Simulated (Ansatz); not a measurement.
**AlH5S: rotation by 120° about the Al1–S2 bond**

Wanted: the energy profile along the rotation by 120° about the Al1–S2 bond, from relaxed end points and a band of images. SMILES of the start: [AlH3-][SH2+].

All numbers below are computed with Ansatz 0.2.0 (RKS CAM-B3LYP/def2-SVP).

### Step 1. The starting structure

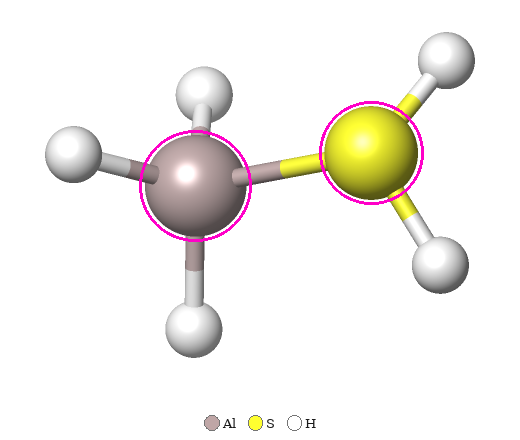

The starting structure, seen from a chosen angle (aluminium light grey, sulfur yellow, hydrogen white). Ringed: Al1, S2.

Structure file:

```xyz
7

Al   -0.4033   -0.6927   -0.3938
S     0.8308    0.6287    0.8913
H    -0.3798   -2.1659    0.0603
H    -1.8938   -0.1469   -0.3018
H     0.0423   -0.5384   -1.9381
H     0.0577    1.5906    1.5114
H     1.8074    1.2566    0.1250
```

### Step 2. End point A

input.yaml

```yaml
crystal:
  periodic: [false, false, false]
  atoms:
    - { symbol: Al, position_ang: [-0.4033, -0.6927, -0.3938] }
    - { symbol: S, position_ang: [0.8308, 0.6287, 0.8913] }
    - { symbol: H, position_ang: [-0.3798, -2.1659, 0.0603] }
    - { symbol: H, position_ang: [-1.8938, -0.1469, -0.3018] }
    - { symbol: H, position_ang: [0.0423, -0.5384, -1.9381] }
    - { symbol: H, position_ang: [0.0577, 1.5906, 1.5114] }
    - { symbol: H, position_ang: [1.8074, 1.2566, 0.125] }
basis:
  gaussian: { orbitals: def2-SVP }
hamiltonian:
  xc: cam_b3lyp
relax:
  f_tol: 0.015
  max_steps: 40
```

Run with:

```console
$ ansatz run input.yaml --threads 1 --pin off --max-ram 2048MiB --backend cpu --events-out ev --progress --plain --runs-dir out
```

What it wrote, shortened:

```text
Warning: RAYON_NUM_THREADS=1 ignored (pool sized by the plan → 1); use --threads N
[...]
Functional definition: CAM-B3LYP
[...]
625 factors; integrals over basis functions are off by at most 2.0e-4 eV
250 factors; integrals over basis functions are off by at most 1.3e-6 eV
[...]
mean field -17507.06985880 eV, -643.3729505929 hartree, gradient 8.1e-5 eV, S^2 0.000000; 0 other end points of the search recorded, 0 dependent functions left out
[...]
reference -17507.06998108 eV, -643.3729550865 hartree; 17, 17 occupied and 44, 44 virtual orbitals, 625 factors
relax step   1: F+E_penalty+E_count = -17507.06985880 eV  Δ(F+E_penalty+E_count) = +0.000e0 eV  max|allowed force component| = 2.717e0 eV/Å  Δτ_max = 0.0000 Å  (20 SCF iters, accepted)
[...]
relax step   4: F+E_penalty+E_count = -17507.99921326 eV  Δ(F+E_penalty+E_count) = -2.908e-2 eV  max|allowed force component| = 6.352e-2 eV/Å  Δτ_max = 0.0841 Å  (22 SCF iters, accepted)
[...]
relax step   7: F+E_penalty+E_count = -17508.00133534 eV  Δ(F+E_penalty+E_count) = -1.887e-4 eV  max|allowed force component| = 5.419e-2 eV/Å  Δτ_max = 0.0177 Å  (22 SCF iters, accepted)
[...]
relax step  10: F+E_penalty+E_count = -17508.00377785 eV  Δ(F+E_penalty+E_count) = -1.526e-3 eV  max|allowed force component| = 1.765e-1 eV/Å  Δτ_max = 0.0975 Å  (22 SCF iters, accepted)
[...]
relax step  11: F+E_penalty+E_count = -17508.00459254 eV  Δ(F+E_penalty+E_count) = -8.147e-4 eV  max|allowed force component| = 2.424e-1 eV/Å  Δτ_max = 0.0521 Å  (21 SCF iters, accepted)
[...]
relax step  12: F+E_penalty+E_count = -17508.01418878 eV  Δ(F+E_penalty+E_count) = -9.596e-3 eV  max|allowed force component| = 5.089e-2 eV/Å  Δτ_max = 0.1613 Å  (24 SCF iters, accepted)
[...]
625 factors; integrals over basis functions are off by at most 1.7e-4 eV
250 factors; integrals over basis functions are off by at most 1.5e-6 eV
mean field -17508.01296022 eV, -643.4076089307 hartree, gradient 3.2e-5 eV, S^2 0.000000; 0 other end points of the search recorded, 0 dependent functions left out
[...]
```

### Step 3. The log goes on: end point A relaxed

Output, continued, shortened:

```text
reference -17508.01307900 eV, -643.4076132957 hartree; 17, 17 occupied and 44, 44 virtual orbitals, 625 factors
relax step  13: F+E_penalty+E_count = -17508.01296022 eV  Δ(F+E_penalty+E_count) = +1.229e-3 eV  max|allowed force component| = 2.950e-1 eV/Å  Δτ_max = 0.1043 Å  (22 SCF iters, rejected (line search))
[...]
relax step  15: F+E_penalty+E_count = -17508.01960500 eV  Δ(F+E_penalty+E_count) = -2.792e-3 eV  max|allowed force component| = 1.735e-1 eV/Å  Δτ_max = 0.0975 Å  (22 SCF iters, accepted)
[...]
relax step  17: F+E_penalty+E_count = -17508.02441368 eV  Δ(F+E_penalty+E_count) = -3.628e-3 eV  max|allowed force component| = 8.401e-3 eV/Å  Δτ_max = 0.0685 Å  (21 SCF iters, accepted)
[...]
reference -17508.02579024 eV, -643.4080804251 hartree; 17, 17 occupied and 44, 44 virtual orbitals, 625 factors
Total energy: -17508.02579024 eV, -643.4080804251 hartree
Atom 0 at    -0.631290    -0.773509    -0.524574 Å, force    -0.002916     0.006772    -0.006297 eV/Å
Atom 1 at     0.646774     0.716920     1.171021 Å, force     0.004439    -0.004617     0.009681 eV/Å
Atom 2 at     0.029254    -2.146318    -0.072694 Å, force     0.004212    -0.003195     0.004767 eV/Å
Atom 3 at    -2.082500    -0.393987     0.001144 Å, force    -0.004096    -0.001138    -0.002370 eV/Å
Atom 4 at    -0.102670    -0.082127    -1.857642 Å, force    -0.003281    -0.001102    -0.001701 eV/Å
Atom 5 at     0.337578     1.922753     0.648842 Å, force     0.000048     0.001162    -0.003667 eV/Å
Atom 6 at     1.864153     0.688269     0.588203 Å, force     0.001594     0.002118    -0.000413 eV/Å
Dipole moment:     0.488561     0.586716     0.285386 e Å
```

Run time: 33 s. Hardware: 1 thread of AMD EPYC 7R43 (Zen 3), shared host; peak memory 0.14 GiB.

Relaxation path:

| step | energy from step 1 (eV) | largest force component (eV/Å) |
| --- | --- | --- |
| 1 | 0.0000 | 2.7167 |
| 2 | -0.7305 | 1.5580 |
| 3 | -0.9003 | 0.9894 |
| 4 | -0.9294 | 0.0635 |
| 5 | -0.9309 | 0.0101 |
| 6 | -0.9313 | 0.0465 |
| 7 | -0.9315 | 0.0542 |
| 8x | -0.9207 | 0.7089 |
| 9 | -0.9324 | 0.0196 |
| 10 | -0.9339 | 0.1765 |
| 11 | -0.9347 | 0.2424 |
| 12 | -0.9443 | 0.0509 |
| 13x | -0.9431 | 0.2950 |
| 14 | -0.9470 | 0.0317 |
| 15 | -0.9497 | 0.1735 |
| 16 | -0.9509 | 0.1770 |
| 17 | -0.9546 | 0.0084 |
| 18 | -0.9554 | 0.0621 |
| 19x | -0.9549 | 0.1157 |
| 20 | -0.9557 | 0.0269 |
| 21x | -0.9557 | 0.0252 |
| 22 | -0.9558 | 0.0097 |

Step 1 is the start. 4 steps were tried and not accepted (marked x).

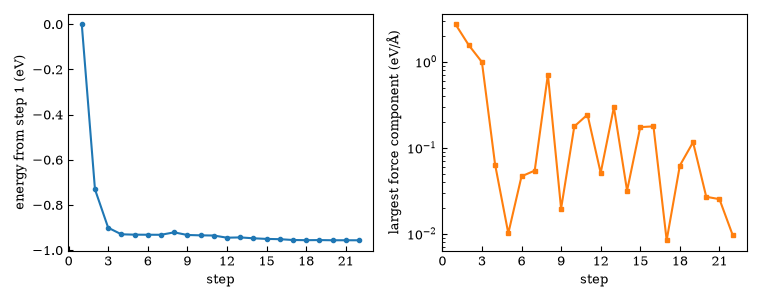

Energy and largest force along the relaxation.

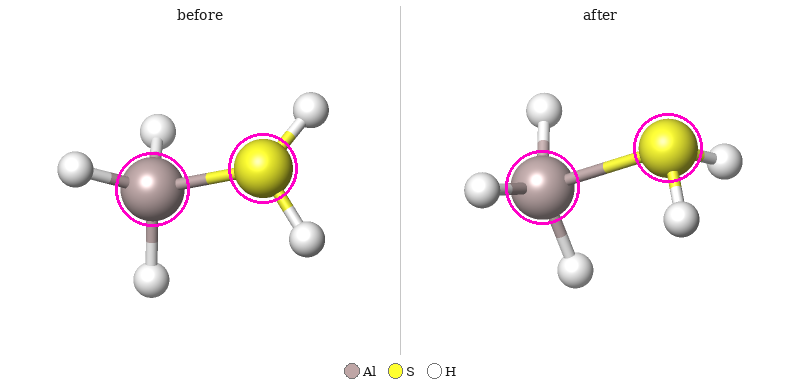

Before and after, at one scale.

After: Bond lengths: Al1–S2 2.594 Å, Al1–H3 1.589 Å, Al1–H4 1.589 Å, Al1–H5 1.592 Å, S2–H6 1.350 Å, S2–H7 1.350 Å. Angles: Al1–S2–H6 98.5°, Al1–S2–H7 98.6°, H6–S2–H7 93.4°, S2–Al1–H3 96.1°, S2–Al1–H4 95.5°, S2–Al1–H5 97.7°, H3–Al1–H4 119.5°, H3–Al1–H5 118.4°, H4–Al1–H5 118.5°.

### Step 4. End point B

The second end starts from a geometry with the move made by hand.

input.yaml: that of step 2 with these lines changed.

```diff
@@ -8,4 +8,4 @@
     - { symbol: H, position_ang: [0.0423, -0.5384, -1.9381] }
-    - { symbol: H, position_ang: [0.0577, 1.5906, 1.5114] }
-    - { symbol: H, position_ang: [1.8074, 1.2566, 0.125] }
+    - { symbol: H, position_ang: [1.79909, 1.28308, 0.15532] }
+    - { symbol: H, position_ang: [1.44793, -0.12141, 1.88714] }
 basis:
```

Run with:

```console
$ ansatz run input.yaml --threads 1 --pin off --max-ram 2048MiB --backend cpu --events-out ev --progress --plain --runs-dir out
```

What it wrote, shortened:

```text
Warning: RAYON_NUM_THREADS=1 ignored (pool sized by the plan → 1); use --threads N
[...]
Functional definition: CAM-B3LYP
[...]
624 factors; integrals over basis functions are off by at most 1.9e-4 eV
250 factors; integrals over basis functions are off by at most 1.3e-6 eV
[...]
mean field -17507.07168584 eV, -643.3730177353 hartree, gradient 9.2e-6 eV, S^2 0.000000; 0 other end points of the search recorded, 0 dependent functions left out
[...]
reference -17507.07180859 eV, -643.3730222461 hartree; 17, 17 occupied and 44, 44 virtual orbitals, 624 factors
relax step   1: F+E_penalty+E_count = -17507.07168584 eV  Δ(F+E_penalty+E_count) = +0.000e0 eV  max|allowed force component| = 2.719e0 eV/Å  Δτ_max = 0.0000 Å  (22 SCF iters, accepted)
[...]
mean field -17508.02571257 eV, -643.4080775708 hartree, gradient 8.4e-5 eV, S^2 0.000000; 1 other end points of the search recorded, 0 dependent functions left out
[...]
reference -17508.02583130 eV, -643.4080819341 hartree; 17, 17 occupied and 44, 44 virtual orbitals, 624 factors
Total energy: -17508.02583130 eV, -643.4080819341 hartree
Atom 0 at    -0.554377    -0.760081    -0.600462 Å, force    -0.000168     0.000801     0.000528 eV/Å
Atom 1 at     0.934824     0.918713     0.703974 Å, force     0.008989    -0.004546     0.004159 eV/Å
Atom 2 at     0.128334    -2.102085    -0.083347 Å, force    -0.000900     0.000015    -0.001168 eV/Å
Atom 3 at    -1.925578    -0.304848     0.062575 Å, force     0.000517    -0.001113    -0.001373 eV/Å
Atom 4 at    -0.169114    -0.223957    -2.046706 Å, force    -0.000811    -0.001052     0.002614 eV/Å
Atom 5 at     2.140893     0.389308     0.406288 Å, force    -0.007119     0.003602     0.002319 eV/Å
Atom 6 at     0.888237     0.329421     1.918038 Å, force    -0.000509     0.002294    -0.007079 eV/Å
Dipole moment:     0.583853     0.277770     0.495935 e Å
```

It took 41 s on 1 thread of AMD EPYC 7R43 (Zen 3), shared host; peak memory 0.14 GiB.

Step by step:

| step | energy from step 1 (eV) | largest force component (eV/Å) |
| --- | --- | --- |
| 1 | 0.0000 | 2.7191 |
| 2 | -0.7088 | 1.6681 |
| 3 | -0.9161 | 0.2488 |
| 4 | -0.9259 | 0.0884 |
| 5x | -0.9258 | 0.0875 |
| 6 | -0.9290 | 0.0168 |
| 7 | -0.9296 | 0.0061 |
| 8 | -0.9297 | 0.0065 |
| 9 | -0.9303 | 0.1586 |
| 10 | -0.9311 | 0.1587 |
| 11x | -0.9295 | 0.4162 |
| 12 | -0.9336 | 0.0627 |
| 13 | -0.9358 | 0.1432 |
| 14x | -0.9261 | 0.5365 |
| 15 | -0.9408 | 0.0478 |
| 16 | -0.9437 | 0.1370 |
| 17 | -0.9444 | 0.3452 |
| 18 | -0.9515 | 0.0502 |
| 19 | -0.9531 | 0.0055 |
| 20x | -0.9392 | 0.5253 |
| 21x | -0.9530 | 0.1336 |
| 22 | -0.9536 | 0.0287 |
| 23x | -0.9534 | 0.1032 |
| 24 | -0.9539 | 0.0264 |
| 25x | -0.9537 | 0.0448 |
| 26 | -0.9540 | 0.0193 |
| 27 | -0.9540 | 0.0155 |
| 28 | -0.9540 | 0.0090 |

Step 1 is the start. 7 steps were tried and not accepted (marked x).

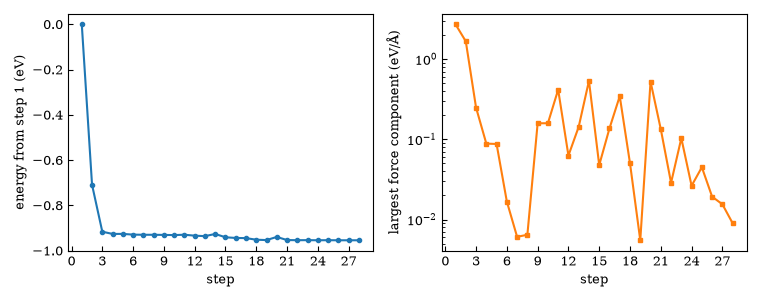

Energy and largest force along the relaxation.

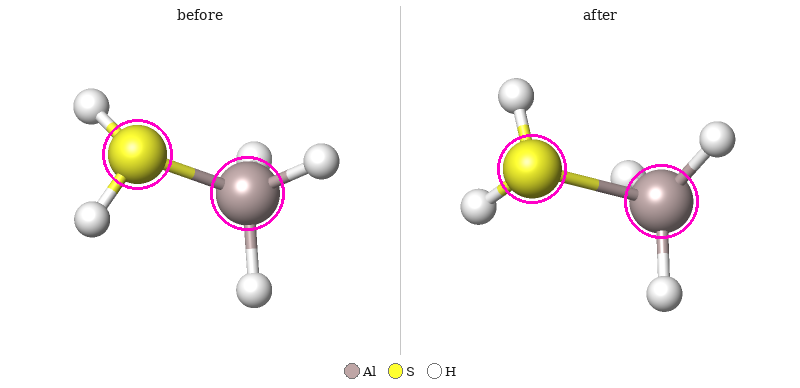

The structure before (left) and after (right), drawn at the same scale.

After: Bond lengths: Al1–S2 2.596 Å, Al1–H3 1.592 Å, Al1–H4 1.590 Å, Al1–H5 1.590 Å, S2–H6 1.350 Å, S2–H7 1.350 Å. Angles: Al1–S2–H6 98.5°, Al1–S2–H7 98.6°, H6–S2–H7 93.3°, S2–Al1–H3 97.8°, S2–Al1–H4 95.7°, S2–Al1–H5 95.7°, H3–Al1–H4 118.4°, H3–Al1–H5 118.4°, H4–Al1–H5 119.5°.

### Step 5. The band

crystal.atoms is end A as relaxed above, and neb.final_atoms is end B, turned to lie on A. With 9 inner images the band has 11 in all. The start path is listed, through a guess of the saddle.

input.yaml

```yaml
crystal:
  periodic: [false, false, false]
  atoms:
    - { symbol: Al, position_ang: [-0.63129, -0.773509, -0.524574] }
    - { symbol: S, position_ang: [0.646774, 0.71692, 1.171021] }
    - { symbol: H, position_ang: [0.029254, -2.146318, -0.072694] }
    - { symbol: H, position_ang: [-2.0825, -0.393987, 0.001144] }
    - { symbol: H, position_ang: [-0.10267, -0.082127, -1.857642] }
    - { symbol: H, position_ang: [0.337578, 1.922753, 0.648842] }
    - { symbol: H, position_ang: [1.864153, 0.688269, 0.588203] }
basis:
  gaussian: { orbitals: def2-SVP }
hamiltonian:
  xc: cam_b3lyp
neb:
  order_check: false
  images: 9
  f_tol: 0.05
  max_iterations: 60
  final_atoms:
    - { symbol: Al, position_ang: [-0.65928004, -0.69963447, -0.59037053] }
    - { symbol: S, position_ang: [0.44363449, 1.29325508, 0.65445595] }
    - { symbol: H, position_ang: [0.4833998, -1.77694852, -0.32930702] }
    - { symbol: H, position_ang: [-1.96581176, -0.74854702, 0.31385829] }
    - { symbol: H, position_ang: [-0.71736701, 0.01250211, -2.01056968] }
    - { symbol: H, position_ang: [1.68254514, 1.19831417, 0.12570681] }
    - { symbol: H, position_ang: [0.79417839, 0.65305965, 1.79052619] }
  initial_path:
    images:
      - { positions_ang: [[-0.63129, -0.773509, -0.524574], [0.646774, 0.71692, 1.171021], [0.029254, -2.146318, -0.072694], [-2.0825, -0.393987, 0.001144], [-0.10267, -0.082127, -1.857642], [0.337578, 1.922753, 0.648842], [1.864153, 0.688269, 0.588203]] }
      - { positions_ang: [[-0.5976554, -0.74990185, -0.49496495], [0.64444494, 0.71959839, 1.1293945], [0.00536334, -2.14385632, -0.08788034], [-2.06774997, -0.4066641, -0.01123131], [-0.13311354, -0.10959784, -1.86956099], [0.31810766, 1.94596378, 0.6719736], [1.89190197, 0.67645894, 0.6165695]] }
      - { positions_ang: [[-0.56402081, -0.72629469, -0.4653559], [0.64211588, 0.72227677, 1.08776801], [-0.01852731, -2.14139465, -0.10306668], [-2.05299993, -0.4193412, -0.02360663], [-0.16355709, -0.13706867, -1.88147999], [0.29863732, 1.96917457, 0.6951052], [1.91965095, 0.66464888, 0.64493599]] }
      - { positions_ang: [[-0.53038621, -0.70268754, -0.43574685], [0.63978682, 0.72495516, 1.04614151], [-0.04241797, -2.13893297, -0.11825302], [-2.0382499, -0.43201831, -0.03598194], [-0.19400063, -0.16453951, -1.89339898], [0.27916698, 1.99238535, 0.71823679], [1.94739992, 0.65283882, 0.67330249]] }
      - { positions_ang: [[-0.49675162, -0.67908038, -0.40613779], [0.63745775, 0.72763355, 1.00451502], [-0.06630863, -2.1364713, -0.13343936], [-2.02349986, -0.44469541, -0.04835726], [-0.22444418, -0.19201035, -1.90531798], [0.25969664, 2.01559613, 0.74136839], [1.97514889, 0.64102876, 0.70166898]] }
      - { positions_ang: [[-0.46311702, -0.65547323, -0.37652874], [0.63512869, 0.73031194, 0.96288852], [-0.09019928, -2.13400962, -0.1486257], [-2.00874983, -0.45737251, -0.06073257], [-0.25488772, -0.21948119, -1.91723697], [0.2402263, 2.03880692, 0.76449999], [2.00289787, 0.6292187, 0.73003548]] }
      - { positions_ang: [[-0.50234963, -0.66430548, -0.4192971], [0.59682985, 0.84290056, 0.90120201], [0.02452054, -2.0625974, -0.18476197], [-2.00016222, -0.51560741, 0.0141856], [-0.34738358, -0.17308453, -1.93590351], [0.52869007, 1.87070837, 0.63674135], [1.76115397, 0.63398689, 0.94213362]] }
      - { positions_ang: [[-0.54158223, -0.67313773, -0.46206546], [0.55853101, 0.95548919, 0.83951549], [0.13924035, -1.99118518, -0.22089823], [-1.9915746, -0.57384231, 0.08910377], [-0.43987944, -0.12668787, -1.95457006], [0.81715384, 1.70260982, 0.50898272], [1.51941007, 0.63875508, 1.15423176]] }
      - { positions_ang: [[-0.58081484, -0.68196997, -0.50483382], [0.52023217, 1.06807782, 0.77782898], [0.25396017, -1.91977296, -0.25703449], [-1.98298699, -0.63207722, 0.16402195], [-0.5323753, -0.08029121, -1.9732366], [1.1056176, 1.53451127, 0.38122408], [1.27766618, 0.64352327, 1.36632991]] }
      - { positions_ang: [[-0.62004744, -0.69080222, -0.54760217], [0.48193333, 1.18066645, 0.71614246], [0.36867999, -1.84836074, -0.29317076], [-1.97439937, -0.69031212, 0.23894012], [-0.62487116, -0.03389455, -1.99190314], [1.39408137, 1.36641272, 0.25346544], [1.03592228, 0.64829146, 1.57842805]] }
      - { positions_ang: [[-0.65928004, -0.69963447, -0.59037053], [0.44363449, 1.29325508, 0.65445595], [0.4833998, -1.77694852, -0.32930702], [-1.96581176, -0.74854702, 0.31385829], [-0.71736701, 0.01250211, -2.01056968], [1.68254514, 1.19831417, 0.12570681], [0.79417839, 0.65305965, 1.79052619]] }
```

Run with:

```console
$ ansatz run input.yaml --threads 1 --pin off --max-ram 2048MiB --backend cpu --events-out ev --progress --plain --runs-dir out
```

What it wrote, shortened:

```text
Warning: RAYON_NUM_THREADS=1 ignored (pool sized by the plan → 1); use --threads N
[...]
Functional definition: CAM-B3LYP
[...]
621 factors; integrals over basis functions are off by at most 2.4e-4 eV
250 factors; integrals over basis functions are off by at most 1.4e-6 eV
[...]
mean field -17508.02568000 eV, -643.4080763739 hartree, gradient 7.1e-6 eV, S^2 0.000000; 0 other end points of the search recorded, 0 dependent functions left out
[...]
reference -17508.02579851 eV, -643.4080807291 hartree; 17, 17 occupied and 44, 44 virtual orbitals, 621 factors
621 factors; integrals over basis functions are off by at most 5.6e-4 eV
250 factors; integrals over basis functions are off by at most 1.5e-6 eV
[...]
mean field -17508.02571749 eV, -643.4080777517 hartree, gradient 7.2e-6 eV, S^2 0.000000; 0 other end points of the search recorded, 0 dependent functions left out
[...]
NEB iter  12: max|band force component| = 8.288e-3 eV/Å  barrier→ = 0.0250 eV  barrier← = 0.0250 eV  CI = image 5  Δτ_max = 0.0000 Å  (347 SCF iters)
Total energy: -17508.00084776 eV, -643.4071638061 hartree
Atom 0 at    -0.674345    -0.735298    -0.543991 Å, force    -0.003710    -0.000301    -0.006116 eV/Å
Atom 1 at     0.424480     1.024886     1.075768 Å, force     0.005003    -0.000329    -0.003781 eV/Å
Atom 2 at     0.386356    -1.889636    -0.271678 Å, force     0.001697     0.000669     0.002363 eV/Å
Atom 3 at    -2.098715    -0.822065     0.150835 Å, force     0.001877     0.001270     0.001990 eV/Å
Atom 4 at    -0.514551     0.140280    -1.863174 Å, force     0.000600     0.000206     0.001741 eV/Å
Atom 5 at     0.945964     1.835508     0.131091 Å, force    -0.003141    -0.002189     0.002613 eV/Å
Atom 6 at     1.592110     0.378326     1.275450 Å, force    -0.002327     0.000674     0.001190 eV/Å
Dipole moment:     0.554466     0.494536     0.317089 e Å
this run last wrote the band of iteration 12 to <dir>
```

It took 2.6 min on 1 thread of AMD EPYC 7R43 (Zen 3), shared host; peak memory 0.13 GiB.

(Part 1 of 2 ends here.)
